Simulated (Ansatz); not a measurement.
# Scan of one atom of the cell for Bi2Se3 (Bi2Te3 type, space group R-3m)

Relaxed Bi₂Se₃ (Bi2Te3 type, space group R-3m):

```
CELL_PARAMETERS angstrom
      2.07220     1.19638     9.48183
     -2.07220     1.19638     9.48183
      0.00000    -2.39277     9.48183
ATOMIC_POSITIONS crystal
  Bi 0.40088 0.40088 0.40088
  Bi 0.59912 0.59912 0.59912
  Se 0.00000 0.00000 0.00000
  Se 0.21052 0.21052 0.21052
  Se 0.78948 0.78948 0.78948
```

In this cell atom 3 (Se, nearest neighbour Bi at 3.069 Å; its periodic images, 4.1 Å or more away, move with it) is moved by s towards the nearest neighbour, unit vector (0.000, -0.780, -0.626); all other atoms and the cell stay fixed.

These are PBE-D3(BJ) (plane waves to 420 eV, PAW, scalar-relativistic; Ansatz, a program for electronic structure) values and carry that method's errors. k mesh 8×8×8 (Γ-centred), Fermi-Dirac smearing 0.05 eV. Energies are smeared free energies. F⊥ is the part of the force across the line. Bi2Se3 was relaxed with its symmetry unable to fall. Spin-orbit coupling is left out, though Bi is heavy. The PAW data are Ansatz's earlier set. The zero of ΔE is the undisplaced structure.

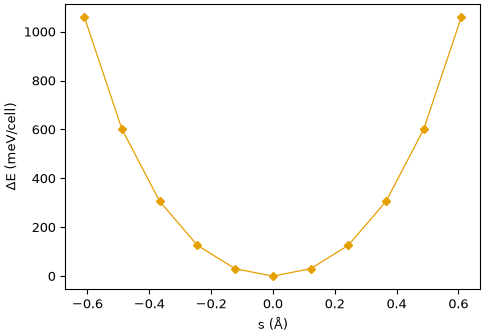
Figure: ΔE (meV/cell) against s (Å); markers are the computed points, lines only join them.

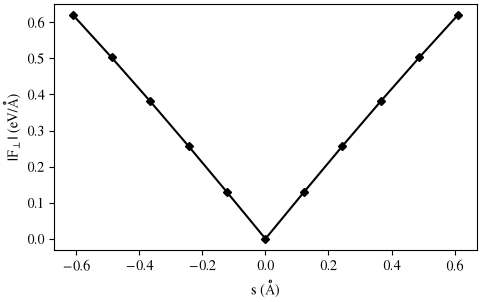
Figure. |F⊥| (eV/Å) against s (Å); computed points joined by lines.

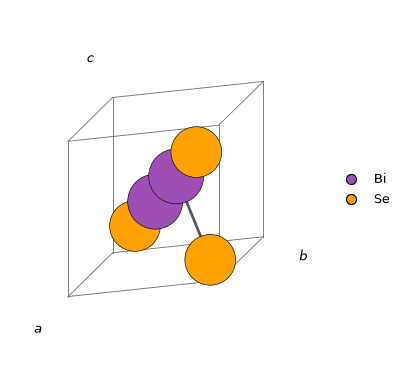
Fig. 1. The cell of the calculation at s = 0.610 Å.

The force along the line at s = -0.610 Å is 4.63 eV/Å and the energy at s = 0.610 Å comes out as 1061 meV/cell. Symmetry of the curve: even: the same for both signs. Shape of the curve: a single well with its minimum at or next to zero displacement. Harmonic estimate at the end of the scan: ½ks² = 737 meV/cell against the computed 1061 meV/cell, so the well is stiffer than harmonic there.

With its periodic images moving along, the atom's site symmetry in this cell is -3m.

(For displaced atoms, the force is minus the slope of the energy, and its curvature is a force constant, which sets phonon frequencies.)
